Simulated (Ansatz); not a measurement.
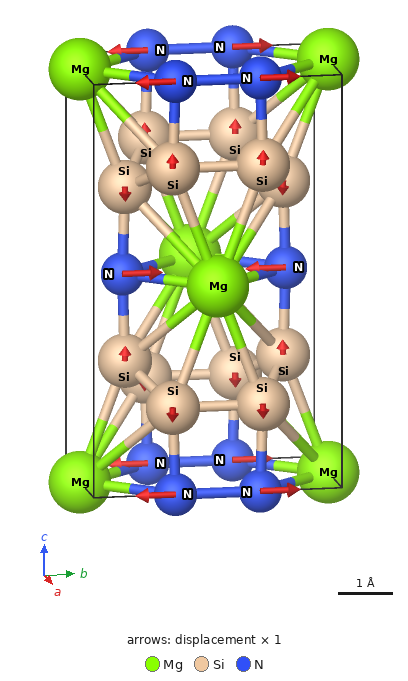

A relaxation of crystalline MgSi₄N₂ (a generated structure, set up in Immm) (coarse preliminary run). The starting structure is drawn; red arrows show the displacements (the part carried along by the change of the cell is left out), at their true length.

Style: ball-and-stick. Shown: the conventional cell (2 times the calculation's cell), slightly off an axis. Lengths and directions refer to the drawn axes.

Level of theory: DFT PBE, scalar-relativistic, plane waves, PAW (Ansatz 0.2.0).

Input
```yaml
crystal:
  lattice:
    - [-1.39711017, 2.36691893, 3.96120671]
    - [1.39711017, -2.36691893, 3.96120671]
    - [1.39711017, 2.36691893, -3.96120671]
  atoms:
    - { symbol: Mg, position: [0.0, 0.5, 0.5] }
    - { symbol: Si, position: [0.89157211, 0.21019186, 0.68138025] }
    - { symbol: Si, position: [0.47118839, 0.78980814, 0.68138025] }
    - { symbol: Si, position: [0.52881161, 0.21019186, 0.31861975] }
    - { symbol: Si, position: [0.10842789, 0.78980814, 0.31861975] }
    - { symbol: "N", position: [0.32903363, 0.0, 0.32903363] }
    - { symbol: "N", position: [0.67096637, 0.0, 0.67096637] }
basis:
  ecutwfc: 420
kpoints:
  mp_grid: { grid: [8, 8, 8] }
hamiltonian:
  xc: pbe
scf:
  occupations: { method: gaussian, width: 0.1 }
  lower_state_search: "off"
output:
  forces: true
  stress: true
  eigenvalues: true
relax:
  adjacent_minimum: "off"
  f_tol: 0.04
  max_steps: 70
  cell: { stress_tol: 0.4 }
```

Launched with:
```bash
ansatz run input.yaml --threads 1 --pin off --max-ram 2560MiB --backend cpu --events-out ev --progress --plain --runs-dir out
```

Q: What happened in the run?

A: The largest moves relative to the cell, 0.77 Å, are those of N6 and N7. N6 goes along −b. By element the largest moves are N 0.77 Å, Si 0.29 Å. Mg stays in place. The drawn cell changes as follows: a 2.794 → 3.557 Å (+27.3 %), b 4.734 → 6.592 Å (+39.3 %), c 7.922 → 8.994 Å (+13.5 %); the volume changes by +101.3 %. Some distances before and after: N6–N7 1.619 → 3.804 Å, Si2–Si4 3.017 → 4.183 Å, Si2–Si3 2.820 → 3.963 Å, Si2–N6 2.357 → 3.495 Å. Among the angles between lasting bonds that change: Si2–N7–Si3 176.6° → 132.9°, Si4–Si2–N7 88.3° → 113.5°, Mg1–Si2–N7 157.8° → 179.1°. The space group stays Immm (No. 71). The energy falls by 6008 meV per atom in 14 accepted moves (16 points after the start). Largest force component: 16 eV/Å at the start, 0.007 eV/Å at the end. The pressure goes from 330.52 to 0.10 GPa. The SCF was repeated twice at an unchanged geometry on a basis and grid sized afresh for the cell, which shifted the energy by 191 meV per atom at most.
